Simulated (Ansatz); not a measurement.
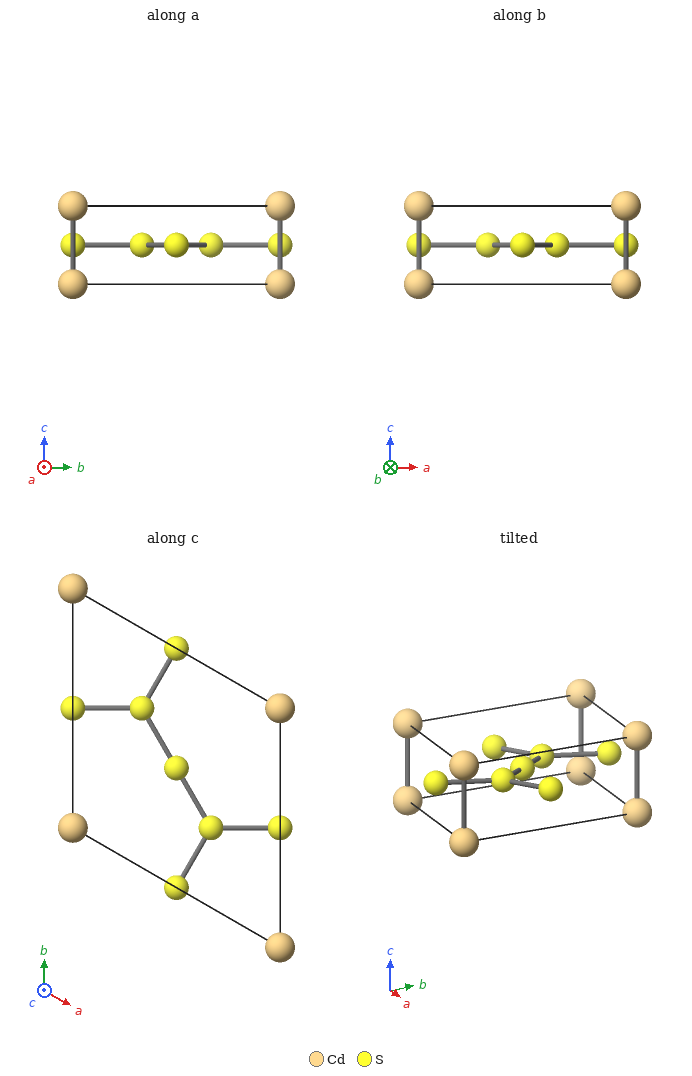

Ball-and-stick drawing of the structure, looking along the a axis, along the b axis, along the c axis and slightly off an axis. The edges of the conventional unit cell are marked.

Lattice parameters: a = 8.0989 Å, b = 8.0989 Å, c = 2.6455 Å, α = 90.000°, β = 90.000°, γ = 120.000°.

Reconstruct the structure as a CIF with its space group and independent sites.

Answer.
```cif
data_structure
_symmetry_space_group_name_H-M 'P 6/m m m'
_symmetry_Int_Tables_number 191
_cell_length_a 8.0989
_cell_length_b 8.0989
_cell_length_c 2.6455
_cell_angle_alpha 90.000
_cell_angle_beta 90.000
_cell_angle_gamma 120.000
_cell_volume 150.27
loop_
_atom_site_label
_atom_site_type_symbol
_atom_site_symmetry_multiplicity
_atom_site_Wyckoff_symbol
_atom_site_fract_x
_atom_site_fract_y
_atom_site_fract_z
_atom_site_occupancy
Cd1 Cd 1 a 0.0000 0.0000 0.0000 1
S1 S 3 g 0.5000 0.0000 0.5000 1
S2 S 2 d 0.3333 0.6667 0.5000 1
```

It goes back to a random cell made by a generator, so it need not be a real form of the compound. The final geometry of a relaxation with DFT PBE, scalar-relativistic, plane waves, PAW (Ansatz 0.2.0) is shown.
